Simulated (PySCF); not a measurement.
C7H13OPSi (SMILES Cc1occ([Si](C)(C)C)p1)

Input

```
{"job": {"kind": "nmr", "xc": "PBE0", "basis": "pcSseg-1"}, "charge": 0, "multiplicity": 1}
C      4.225693     0.053358    -0.897275
C      2.784330     0.140168    -0.527682
O      2.423998     1.187471     0.235792
C      1.115417     1.160851     0.506762
C      0.404315     0.128956    -0.010472
Si    -1.446791    -0.174191     0.204360
C     -1.675521    -1.793259     1.185760
C     -2.211770    -0.346259    -1.533338
C     -2.226110     1.288996     1.144467
P      1.503501    -0.925035    -0.941588
H      4.390455    -0.817166    -1.525930
H      4.536140     0.948143    -1.437370
H      4.844328    -0.029422    -0.003227
H      0.756899     1.972372     1.114802
H     -1.265491    -1.711658     2.188024
H     -1.169927    -2.617331     0.691286
H     -2.725049    -2.054705     1.278947
H     -1.691259    -1.107634    -2.106859
H     -2.146513     0.583873    -2.089899
H     -3.258880    -0.627627    -1.482156
H     -3.296335     1.147843     1.256813
H     -1.803566     1.392467     2.138936
H     -2.072615     2.226773     0.619927
```

Launched as:

```sh
OMP_NUM_THREADS=1 python probes_run.py task.json out
```

Geometry: GFN2-xTB.

Method: PBE0/pcSseg-1, SCF density, gas phase, non-relativistic in PySCF.

> What can the converged electron density and electron localisation function tell about the bonding?

C–O (1.34 Å): ρ is about 2.4 e/Å³ halfway; the ELF peaks at about 0.90 between the atoms; a polar covalent bond.
C–C (1.36 Å): ρ at the midpoint is about 2.2 e/Å³; the ELF peaks at about 0.90 between the atoms: localised, covalent bonding.
C–P (1.72 Å): ρ is about 1.3 e/Å³ halfway; the ELF peaks at about 0.95 between the atoms; a covalent bond.
C–Si (1.89 Å): ρ is about 0.91 e/Å³ halfway; the ELF peaks at about 0.95 between the atoms; localised, covalent bonding.

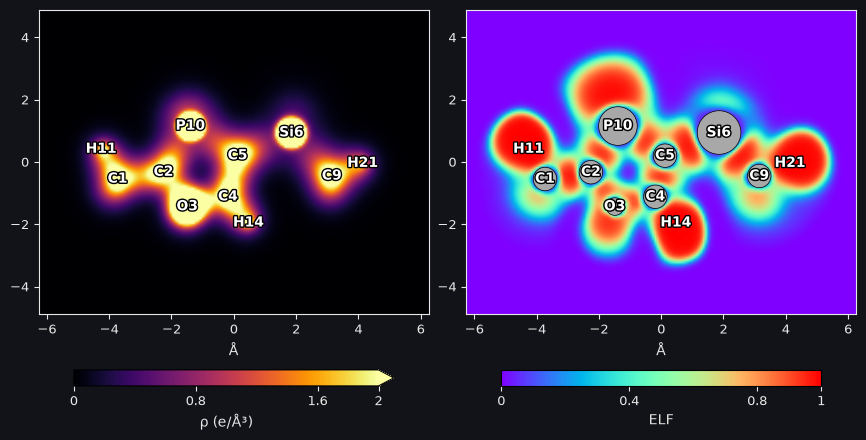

Computed electron density and electron localisation function on the plane of atoms Si6, C5 and P10, in this order. Grey discs cover the atomic cores in the ELF map. 
